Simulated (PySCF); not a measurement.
ClHO2S, SMILES `O=[SH](=O)Cl`.

Method: B3LYP/def2-SVPD; geometry: GFN2-xTB; program: PySCF. No frequency check shows the geometry to be a minimum. GFN2-xTB bond lengths at metals and heavier atoms can be off by up to 0.1 Å and shapes distorted, which carries into these values.

Input script:

```python
import numpy as np
from pyscf import gto, scf, dft, tdscf
from pyscf.scf import atom_ks, atom_hf
from scipy.linalg import block_diag

def solve(mol, dm0=None, hcore=None):
    mf = (dft.UKS if mol.spin else dft.RKS)(mol, xc='b3lyp')
    mf.grids.level = 3
    mf = mf.density_fit(auxbasis='def2-universal-jkfit')
    mf.conv_tol, mf.max_cycle = 1e-8, 80
    if hcore is not None:
        mf.get_hcore = lambda *args: hcore
    mf.kernel(dm0)
    if not mf.converged:
        mf = mf.newton().run(mf.mo_coeff, mf.mo_occ, max_cycle=30)
    assert mf.converged, 'SCF not converged'
    return mf

mol = gto.M(atom='''
O      1.04711     1.23626     0.24710
S      0.51733     0.00007    -0.20846
O      1.04658    -1.23666     0.24695
Cl    -1.50596     0.00010     0.05818
H      0.57451     0.00035    -1.60600
''', basis='def2-svpd', charge=0, spin=0, verbose=4)
mf = solve(mol)
td = mf.TDA()
td.nstates, td.singlet, td.conv_tol = 5, False, 1e-5
td.kernel()
td.analyze()
x, y = np.array([p[0] for p in td.xy]), np.array([p[1] + 0 * p[0] for p in td.xy])
f, mu = np.zeros(len(td.e)), np.zeros((len(td.e), 3))
nto = [td.get_nto(state=i + 1, verbose=4) for i in range(len(td.e))]
# spherically averaged free atoms, for the promolecule
atm = atom_ks.get_atm_nrks(mol, xc='b3lyp')
pro = block_diag(*[(atm[a[0]][2] * atm[a[0]][3]) @ atm[a[0]][2].T for a in mol._atom])
np.savez('result.npz', e=td.e, f=f, ok=td.converged, w=[n[0] for n in nto], nto=[n[1] for n in nto], x=x, y=y, c=mf.mo_coeff, occ=mf.mo_occ, eps=mf.mo_energy, pro=pro, mu=mu)
```

Launched as:

```sh
OMP_NUM_THREADS=1 python input.py
```

The run took 87 s on 1 thread of Arm Neoverse V2, with other jobs on the host, peak memory 0.54 GiB.

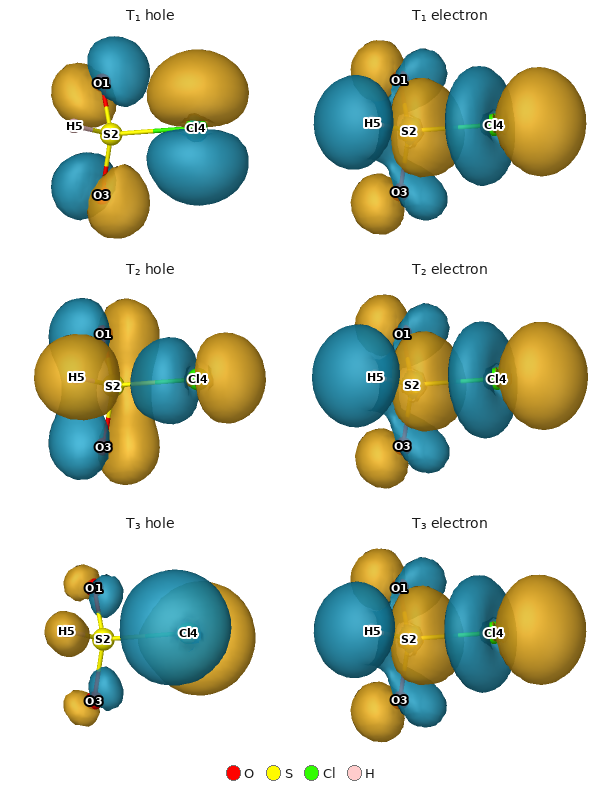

Leading natural transition orbitals (TDA triplet states).

> Describe these excited states.

By state:
- T₁: 4.94 eV (251 nm), spin-forbidden from the singlet ground state; the leading pair carries 100 %; hole on Cl4 (56 %), O1 and O3 (19 % each) and S2 (6 %), electron on Cl4 (42 %), S2 (31 %) and O1 and O3 (9 % each); their centroids lie 0.3 Å apart.
- T₂: 5.45 eV (227 nm), spin-forbidden from the singlet ground state; the leading pair carries 99 %; hole on Cl4 (26 %), O1 and O3 (22 % each) and S2 (17 %), electron on Cl4 (40 %), S2 (31 %) and H5 (12 %); their centroids lie 0.6 Å apart.
- T₃: 5.58 eV (222 nm), spin-forbidden from the singlet ground state; the leading pair carries 100 %; hole on Cl4 (86 %) and S2 (7 %), electron on Cl4 (42 %), S2 (30 %) and H5 (9 %); their centroids lie 0.8 Å apart.
